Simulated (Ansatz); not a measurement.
Geometry relaxation, with input and output: C2H9AlClP (part 2 of 2)

The same run, continued: C2H9AlClP, SMILES [CH3][Al-]([CH3])([PH3+])[Cl]; RKS PBE-D4/def2-SVP (Ansatz 0.2.0). The geometry: force-field start.

Geometry of the input (Å):
```
C  -1.6229  0.8582  0.3752
Al 0.0578  0.3197  -0.4234
C  1.5101  0.8047  0.8013
P  0.1082  -1.9307  -0.7319
Cl 0.3680  1.3208  -2.3840
H  -1.8211  0.4119  1.3373
H  -1.6311  2.0041  0.5183
H  -2.4588  0.6498  -0.3325
H  2.5127  0.4940  0.4199
H  1.3892  0.2976  1.8130
H  1.5453  1.9023  0.9871
H  -1.1853  -2.4454  -0.2813
H  1.0238  -2.4976  0.0061
H  0.1912  -2.2188  -2.0763
```

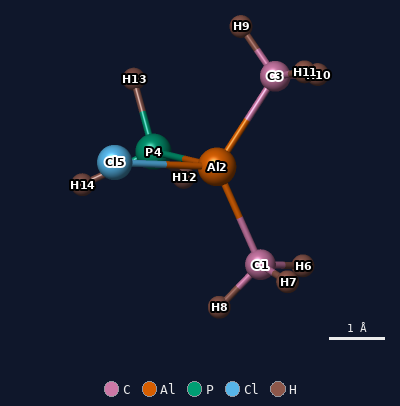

The geometry at step 13 of the log (ball-and-stick view, seen at a tilt; atoms are numbered from 1 in the order of the input).

## Trajectory as extended XYZ, continued
```
14
Properties=species:S:1:pos:R:3:forces:R:3 step=6 energy=-30604.72129
C    -1.7733    0.9655    0.3312    0.0382  -0.0134  -0.0134
Al    0.0727    0.7110   -0.3182   -0.0102   0.0142   0.0861
C     1.6494    0.8472    0.8607   -0.0380  -0.0105  -0.0218
P     0.0413   -1.8691   -0.7021    0.0000  -0.0306  -0.0082
Cl    0.4181    1.2159   -2.3917    0.0114   0.0080  -0.0656
H    -1.9597    0.4307    1.2874   -0.0075   0.0065  -0.0024
H    -1.9573    2.0448    0.5257   -0.0052  -0.0039   0.0013
H    -2.5396    0.6376   -0.4023    0.0082   0.0045   0.0066
H     2.5761    0.4659    0.3825   -0.0082   0.0048   0.0057
H     1.5085    0.3057    1.8209    0.0083   0.0059   0.0026
H     1.8361    1.9131    1.1173    0.0027  -0.0084   0.0028
H    -1.0615   -2.6675   -0.2575    0.0074   0.0035   0.0060
H     1.0873   -2.6919   -0.1738   -0.0017   0.0071  -0.0042
H     0.0890   -2.3384   -2.0513   -0.0054   0.0124   0.0046
14
Properties=species:S:1:pos:R:3:forces:R:3 step=7 energy=-30604.72441
C    -1.7722    0.9713    0.3184    0.0007   0.0007  -0.0043
Al    0.0763    0.7107   -0.3145   -0.0067  -0.0117   0.0361
C     1.6415    0.8455    0.8757   -0.0010  -0.0001  -0.0028
P     0.0402   -1.8697   -0.7007    0.0010  -0.0056  -0.0045
Cl    0.4456    1.1906   -2.3934    0.0073   0.0084  -0.0256
H    -1.9693    0.4381    1.2735    0.0024   0.0003  -0.0026
H    -1.9570    2.0505    0.5122   -0.0009   0.0032  -0.0025
H    -2.5346    0.6456   -0.4198    0.0057   0.0014  -0.0011
H     2.5713    0.4658    0.4026   -0.0043   0.0006   0.0012
H     1.4981    0.3037    1.8353   -0.0033   0.0000   0.0006
H     1.8281    1.9105    1.1356   -0.0006  -0.0004   0.0004
H    -1.0091   -2.6910   -0.1766    0.0056  -0.0040   0.0092
H     1.1397   -2.6763   -0.2653    0.0036   0.0022  -0.0081
H    -0.0115   -2.3246   -2.0543   -0.0096   0.0048   0.0039
14
Properties=species:S:1:pos:R:3:forces:R:3 step=8 energy=-30604.72604
C    -1.7762    0.9728    0.3114    0.0056  -0.0021  -0.0102
Al    0.0772    0.7066   -0.3079   -0.0059   0.0280   0.0558
C     1.6423    0.8419    0.8843   -0.0111  -0.0119  -0.0006
P     0.0398   -1.8672   -0.6966    0.0198  -0.0629  -0.0165
Cl    0.4556    1.1914   -2.3840    0.0111  -0.0010  -0.0350
H    -1.9775    0.4500    1.2713   -0.0032   0.0040  -0.0046
H    -1.9695    2.0539    0.4886    0.0090  -0.0157  -0.0053
H    -2.5297    0.6323   -0.4298    0.0057   0.0062   0.0102
H     2.5670    0.4441    0.4154   -0.0092   0.0070   0.0082
H     1.4910    0.3121    1.8497    0.0035   0.0075  -0.0063
H     1.8427    1.9077    1.1317   -0.0062  -0.0124  -0.0034
H    -0.9798   -2.7045   -0.1346    0.0392   0.0167  -0.0121
H     1.1689   -2.6656   -0.3159   -0.0484   0.0338  -0.0300
H    -0.0647   -2.3050   -2.0549   -0.0100   0.0029   0.0497
14
Properties=species:S:1:pos:R:3:forces:R:3 step=9 energy=-30604.72391 accepted=F
C    -1.7828    0.9775    0.2911    0.0032   0.0097  -0.0253
Al    0.0815    0.7005   -0.2945   -0.0068   0.0767   0.0663
C     1.6396    0.8323    0.9094   -0.0116  -0.0257   0.0136
P     0.0387   -1.8581   -0.6923    0.0928  -0.4184  -0.0979
Cl    0.4882    1.1839   -2.3670    0.0157  -0.0179  -0.0334
H    -1.9993    0.4755    1.2591   -0.0089   0.0116  -0.0178
H    -1.9875    2.0624    0.4361    0.0230  -0.0552  -0.0058
H    -2.5180    0.6137   -0.4591    0.0133   0.0155   0.0389
H     2.5579    0.4019    0.4543   -0.0330   0.0247   0.0258
H     1.4683    0.3256    1.8850    0.0177   0.0262  -0.0320
H     1.8632    1.8992    1.1344   -0.0139  -0.0421  -0.0071
H    -0.8843   -2.7396   -0.0105    0.2044   0.1555  -0.1496
H     1.2477   -2.6285   -0.4680   -0.3361   0.1919  -0.0889
H    -0.2260   -2.2757   -2.0493    0.0405   0.0475   0.3131
14
Properties=species:S:1:pos:R:3:forces:R:3 step=10 energy=-30604.72935
C    -1.7774    0.9762    0.3022    0.0047   0.0038  -0.0133
Al    0.0796    0.7062   -0.3029   -0.0037   0.0258   0.0278
C     1.6386    0.8385    0.8967   -0.0106  -0.0112   0.0049
P     0.0395   -1.8631   -0.6976    0.0224  -0.1487  -0.0282
Cl    0.4737    1.1822   -2.3802    0.0092  -0.0050  -0.0129
H    -1.9864    0.4604    1.2643   -0.0020   0.0041  -0.0053
H    -1.9713    2.0587    0.4695    0.0062  -0.0138  -0.0019
H    -2.5253    0.6312   -0.4426    0.0034   0.0051   0.0103
H     2.5633    0.4329    0.4347   -0.0087   0.0068   0.0072
H     1.4793    0.3155    1.8645    0.0041   0.0080  -0.0073
H     1.8435    1.9046    1.1385   -0.0045  -0.0100  -0.0009
H    -0.9292   -2.7227   -0.0768    0.0603   0.0481  -0.0243
H     1.2028   -2.6484   -0.3923   -0.0774   0.0634  -0.0378
H    -0.1437   -2.3015   -2.0493   -0.0034   0.0234   0.0818
14
Properties=species:S:1:pos:R:3:forces:R:3 step=11 energy=-30604.73344
C    -1.7779    0.9809    0.2910    0.0007   0.0032  -0.0121
Al    0.0819    0.7037   -0.2999    0.0027   0.0081   0.0087
C     1.6324    0.8347    0.9095   -0.0080  -0.0073   0.0113
P     0.0405   -1.8656   -0.6971    0.0295  -0.1594  -0.0390
Cl    0.4957    1.1708   -2.3769    0.0061  -0.0120  -0.0001
H    -1.9943    0.4705    1.2542   -0.0016   0.0038  -0.0050
H    -1.9687    2.0648    0.4519    0.0035  -0.0078   0.0000
H    -2.5226    0.6354   -0.4565    0.0015   0.0034   0.0070
H     2.5595    0.4256    0.4557   -0.0073   0.0049   0.0050
H     1.4652    0.3162    1.8784    0.0040   0.0060  -0.0057
H     1.8378    1.9012    1.1486   -0.0017  -0.0053   0.0015
H    -0.8706   -2.7422   -0.0110    0.0957   0.0627  -0.0582
H     1.2401   -2.6299   -0.4803   -0.1329   0.0789  -0.0434
H    -0.2318   -2.2955   -2.0387    0.0078   0.0209   0.1300
14
Properties=species:S:1:pos:R:3:forces:R:3 step=12 energy=-30604.73737
C    -1.7779    0.9892    0.2743    0.0012   0.0018  -0.0030
Al    0.0871    0.6986   -0.2933   -0.0157   0.0180  -0.0023
C     1.6247    0.8313    0.9321   -0.0030  -0.0187   0.0121
P     0.0386   -1.8609   -0.7051    0.0455  -0.3908  -0.0594
Cl    0.5247    1.1469   -2.3700    0.0140  -0.0094  -0.0084
H    -2.0064    0.4861    1.2387   -0.0038   0.0062  -0.0073
H    -1.9644    2.0750    0.4269    0.0040  -0.0078   0.0010
H    -2.5175    0.6433   -0.4780    0.0052   0.0023   0.0054
H     2.5553    0.4177    0.4895   -0.0086   0.0050   0.0072
H     1.4464    0.3185    1.9020    0.0052   0.0066  -0.0075
H     1.8306    1.8985    1.1677   -0.0062  -0.0059  -0.0014
H    -0.7710   -2.7698    0.0756    0.1628   0.1562  -0.1385
H     1.2811   -2.5958   -0.6165   -0.2611   0.1534  -0.0451
H    -0.3642   -2.3083   -2.0152    0.0605   0.0832   0.2473
14
Properties=species:S:1:pos:R:3:forces:R:3 step=13 energy=-30604.74480
C    -1.7792    0.9969    0.2621   -0.0048  -0.0012  -0.0163
Al    0.0875    0.6993   -0.2954    0.0098  -0.0142   0.0357
C     1.6162    0.8241    0.9418   -0.0025   0.0125   0.0042
P     0.0485   -1.8642   -0.6890    0.0456  -0.2906  -0.1108
Cl    0.5404    1.1355   -2.3722    0.0067  -0.0249   0.0092
H    -2.0178    0.4947    1.2244    0.0039   0.0044  -0.0078
H    -1.9610    2.0835    0.4139    0.0029  -0.0044  -0.0001
H    -2.5149    0.6555   -0.4960    0.0002   0.0035   0.0055
H     2.5494    0.4085    0.5068   -0.0061   0.0047   0.0035
H     1.4296    0.3121    1.9105   -0.0029   0.0036  -0.0088
H     1.8224    1.8908    1.1791    0.0058  -0.0020   0.0060
H    -0.6920   -2.7954    0.1272    0.1160   0.1240  -0.1112
H     1.2998   -2.5846   -0.7097   -0.2298   0.1439  -0.0126
H    -0.4419   -2.2858   -1.9748    0.0554   0.0407   0.2034
14
Properties=species:S:1:pos:R:3:forces:R:3 step=14 energy=-30604.75104
C    -1.7779    1.0079    0.2444    0.0034   0.0282  -0.0166
Al    0.0947    0.6946   -0.2829   -0.0377  -0.0762  -0.0154
C     1.6080    0.8218    0.9732   -0.0028  -0.0215   0.0002
P     0.0360   -1.8613   -0.7163    0.0879  -0.3263  -0.0161
Cl    0.5773    1.0760   -2.3648    0.0163   0.0163  -0.0160
H    -2.0380    0.5106    1.2036    0.0074   0.0047  -0.0056
H    -1.9502    2.0967    0.3909   -0.0105   0.0018   0.0092
H    -2.5049    0.6734   -0.5252    0.0095  -0.0006   0.0033
H     2.5460    0.4024    0.5530   -0.0037   0.0030   0.0008
H     1.4057    0.3125    1.9399   -0.0014   0.0041  -0.0028
H     1.8144    1.8880    1.2120   -0.0051   0.0041  -0.0020
H    -0.5419   -2.8084    0.2132    0.1412   0.1388  -0.2057
H     1.3193   -2.5075   -0.8915   -0.3271   0.1236   0.0174
H    -0.6015   -2.3361   -1.9206    0.1225   0.1000   0.2494
14
Properties=species:S:1:pos:R:3:forces:R:3 step=15 energy=-30604.75856
C    -1.7802    1.0185    0.2309   -0.0022   0.0076  -0.0205
Al    0.0930    0.6876   -0.2826    0.0057  -0.0130   0.0479
C     1.5999    0.8164    0.9807   -0.0068   0.0107   0.0037
P     0.0481   -1.8660   -0.6831    0.0721  -0.3811  -0.1324
Cl    0.5924    1.0695   -2.3616   -0.0019  -0.0362   0.0080
H    -2.0492    0.5254    1.1896    0.0031   0.0020  -0.0038
H    -1.9476    2.1086    0.3736    0.0024  -0.0020   0.0026
H    -2.5035    0.6858   -0.5427    0.0018  -0.0009   0.0049
H     2.5393    0.3919    0.5689   -0.0030   0.0018   0.0006
H     1.3894    0.3134    1.9490   -0.0013   0.0003  -0.0029
H     1.8078    1.8833    1.2149    0.0036   0.0019   0.0016
H    -0.4492   -2.8712    0.2312    0.0881   0.1981  -0.1609
H     1.3137   -2.4982   -0.9812   -0.2767   0.1529   0.0441
H    -0.6667   -2.2945   -1.8586    0.1151   0.0577   0.2072
14
Properties=species:S:1:pos:R:3:forces:R:3 step=16 energy=-30604.76977
C    -1.7800    1.0299    0.2250    0.0072   0.0005   0.0016
Al    0.0932    0.6699   -0.2663   -0.0100  -0.0242   0.0403
C     1.5946    0.8210    1.0001   -0.0032  -0.0029   0.0007
P     0.0461   -1.8786   -0.6918    0.0062   0.0168  -0.0002
Cl    0.6085    1.0005   -2.3502    0.0076  -0.0098  -0.0364
H    -2.0643    0.5453    1.1837   -0.0003   0.0028  -0.0039
H    -1.9326    2.1228    0.3624   -0.0005  -0.0019  -0.0013
H    -2.5004    0.7027   -0.5532   -0.0013  -0.0006  -0.0022
H     2.5374    0.3985    0.5939   -0.0027   0.0010   0.0045
H     1.3856    0.3267    1.9729    0.0001   0.0022   0.0002
H     1.7949    1.8920    1.2227   -0.0007  -0.0032   0.0005
H    -0.3641   -2.8999    0.2274    0.0082   0.0058  -0.0031
H     1.2935   -2.4580   -1.0806   -0.0002   0.0075  -0.0062
H    -0.7252   -2.3021   -1.8172   -0.0103   0.0059   0.0054
14
Properties=species:S:1:pos:R:3:forces:R:3 step=17 energy=-30604.77201
C    -1.7796    1.0356    0.2190    0.0060   0.0045   0.0050
Al    0.0941    0.6597   -0.2573   -0.0061  -0.0359   0.0304
C     1.5893    0.8197    1.0150    0.0030   0.0119  -0.0053
P     0.0504   -1.8771   -0.6945    0.0214   0.0006   0.0101
Cl    0.6181    0.9470   -2.3484    0.0075   0.0140  -0.0340
H    -2.0733    0.5599    1.1795    0.0021   0.0031  -0.0057
H    -1.9258    2.1305    0.3481   -0.0023  -0.0028  -0.0022
H    -2.4971    0.7073   -0.5613   -0.0011  -0.0001  -0.0033
H     2.5333    0.3917    0.6179   -0.0023   0.0011   0.0050
H     1.3747    0.3360    1.9920   -0.0042   0.0014  -0.0039
H     1.7900    1.8928    1.2274    0.0032  -0.0044   0.0032
H    -0.2923   -2.9150    0.2348    0.0058  -0.0041  -0.0238
H     1.2858   -2.4267   -1.1621   -0.0406   0.0146   0.0070
H    -0.7805   -2.2906   -1.7812    0.0076  -0.0039   0.0174
14
Properties=species:S:1:pos:R:3:forces:R:3 step=18 energy=-30604.77237
C    -1.7767    1.0406    0.2126    0.0050   0.0054   0.0131
Al    0.0968    0.6452   -0.2475   -0.0159   0.0176   0.0135
C     1.5864    0.8229    1.0287    0.0084   0.0019  -0.0069
P     0.0450   -1.8830   -0.6875    0.0585  -0.0529  -0.0228
Cl    0.6268    0.9096   -2.3448   -0.0028  -0.0012   0.0050
H    -2.0802    0.5764    1.1758    0.0014   0.0030  -0.0080
H    -1.9154    2.1377    0.3304   -0.0012  -0.0056  -0.0036
H    -2.4916    0.7100   -0.5692   -0.0011  -0.0007  -0.0032
H     2.5320    0.3879    0.6431   -0.0013   0.0015   0.0072
H     1.3654    0.3527    2.0109   -0.0031   0.0002  -0.0056
H     1.7879    1.8984    1.2282   -0.0020  -0.0080  -0.0031
H    -0.2282   -2.9580    0.2252    0.0074   0.0314  -0.0298
H     1.2700   -2.3851   -1.2335   -0.0746   0.0064   0.0251
H    -0.8310   -2.2846   -1.7435    0.0214   0.0009   0.0190
14
Properties=species:S:1:pos:R:3:forces:R:3 step=19 energy=-30604.77285
C    -1.7778    1.0400    0.2141    0.0014  -0.0092   0.0102
Al    0.0962    0.6487   -0.2477    0.0075   0.0089   0.0015
C     1.5871    0.8236    1.0272    0.0020   0.0056  -0.0042
P     0.0534   -1.8821   -0.6908    0.0062  -0.0247  -0.0036
Cl    0.6234    0.9196   -2.3444   -0.0004   0.0033  -0.0012
H    -2.0797    0.5749    1.1772   -0.0011   0.0029  -0.0045
H    -1.9192    2.1367    0.3318    0.0034  -0.0031  -0.0034
H    -2.4922    0.7078   -0.5674   -0.0005  -0.0002  -0.0021
H     2.5326    0.3884    0.6416   -0.0022   0.0003   0.0033
H     1.3653    0.3525    2.0087   -0.0018  -0.0001  -0.0013
H     1.7892    1.8987    1.2278    0.0000  -0.0042  -0.0002
H    -0.2385   -2.9469    0.2255    0.0021   0.0073  -0.0064
H     1.2689   -2.4091   -1.2278   -0.0175   0.0128   0.0093
H    -0.8216   -2.2821   -1.7469    0.0009   0.0005   0.0026
```

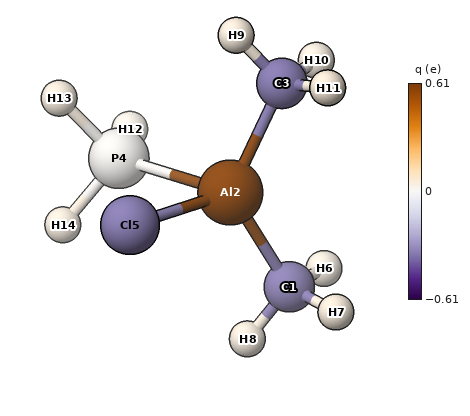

Mulliken charges, as the colour of each atom (ball-and-stick view, seen at a tilt; atoms are numbered from 1 in the order of the input; Mulliken charges depend strongly on the basis). By element: C −0.36, Al +0.58, P +0.01, Cl −0.33 and H +0.03 to +0.06 e.

## Key numbers

```tsv
quantity	value
outcome	converged
total energy	−30604.7729 eV
mean-field energy	−30604.4364 eV
dispersion energy	−0.3365 eV
SCF solution under orbital rotations	stable
largest force (length of the vector) at the end	0.026 eV/Å
dipole moment	4.13 D
wall time	29 s (CPU time 1.7 min)
peak memory	0.19 GiB
```
